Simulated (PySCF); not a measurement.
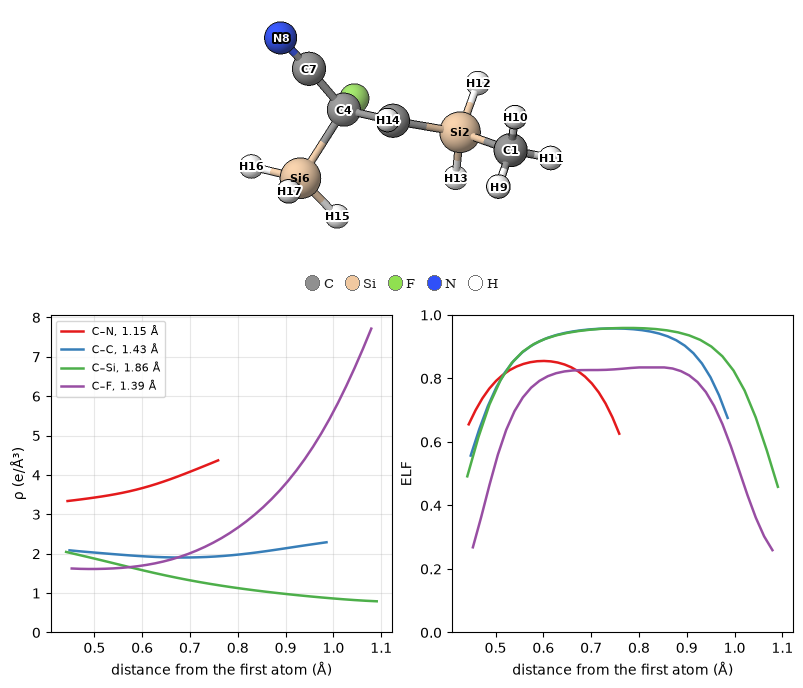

*C$_{4}$H$_{9}$FNSi$_{2}$ (doublet). Total electron density and ELF along straight lines between neighbouring atoms. The curves leave out the atomic cores. The structure is drawn too.*

Geometry: GFN2-xTB.

Method: UKS B3LYP, pcH-1 on C F H N Si, non-relativistic, mean-field spin-orbit, GIAO (PySCF 2.14.0, density-fitted response routines).

```yaml
atoms:
  - { symbol: C, position_ang: [-2.9750, 0.1680, 0.2681] }
  - { symbol: Si, position_ang: [-1.4489, -0.2562, -0.7722] }
  - { symbol: C, position_ang: [-0.0040, -0.3432, 0.3901] }
  - { symbol: C, position_ang: [1.3467, -0.5640, -0.0853] }
  - { symbol: F, position_ang: [1.3995, -0.9488, -1.4226] }
  - { symbol: Si, position_ang: [2.2791, 1.1897, -0.0488] }
  - { symbol: C, position_ang: [2.1271, -1.4490, 0.7289] }
  - { symbol: N, position_ang: [2.7461, -2.1082, 1.4317] }
  - { symbol: H, position_ang: [-2.8584, 1.1139, 0.7887] }
  - { symbol: H, position_ang: [-3.1762, -0.5960, 1.0130] }
  - { symbol: H, position_ang: [-3.8534, 0.2482, -0.3637] }
  - { symbol: H, position_ang: [-1.6372, -1.5361, -1.4697] }
  - { symbol: H, position_ang: [-1.2146, 0.7956, -1.7784] }
  - { symbol: H, position_ang: [-0.0989, -0.2781, 1.4625] }
  - { symbol: H, position_ang: [1.4820, 1.9973, -0.9623] }
  - { symbol: H, position_ang: [3.6358, 0.9524, -0.5326] }
  - { symbol: H, position_ang: [2.2433, 1.6264, 1.3427] }
```

What can be read from the curves?

Answer. C–N (1.15 Å): ρ at the midpoint is about 3.6 e/Å³; the ELF peaks at about 0.85 between the atoms: a short, multiple covalent bond.
C–C (1.43 Å): ρ is about 1.9 e/Å³ halfway; the ELF peaks at about 0.95 between the atoms; a covalent bond.
C–Si (1.86 Å): ρ is about 0.94 e/Å³ halfway; the ELF peaks at about 0.95 between the atoms; a covalent bond.
C–F (1.39 Å): ρ at the midpoint is about 2 e/Å³, with its minimum of 1.6 e/Å³ about 0.5 Å from C; the ELF peaks at about 0.85 between the atoms; a shared but strongly polarised pair.
